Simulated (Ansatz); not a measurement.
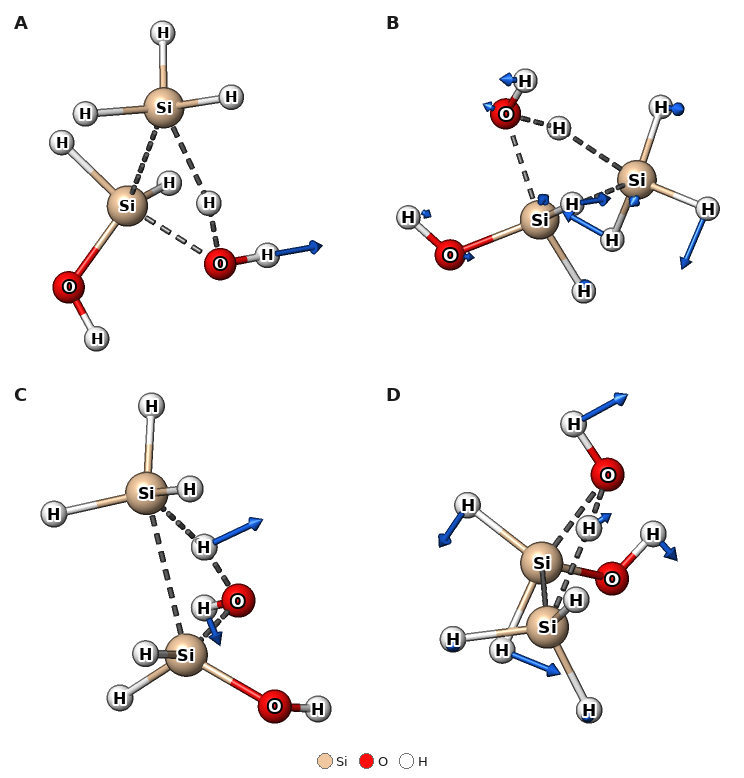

4 normal modes of one molecule or complex, as arrows. Broken sticks mark bonds that form or break. Harmonic vibrations computed with RKS PBE0-D4/def2-TZVP (Ansatz 0.2.0) at a stationary point of the same level. It is a saddle point of order 1.

**Match the panels to the wavenumbers 191 cm⁻¹, 667 cm⁻¹, 1210 cm⁻¹, 3812 cm⁻¹.**

A: 3812 cm⁻¹
B: 191 cm⁻¹
C: 1210 cm⁻¹
D: 667 cm⁻¹
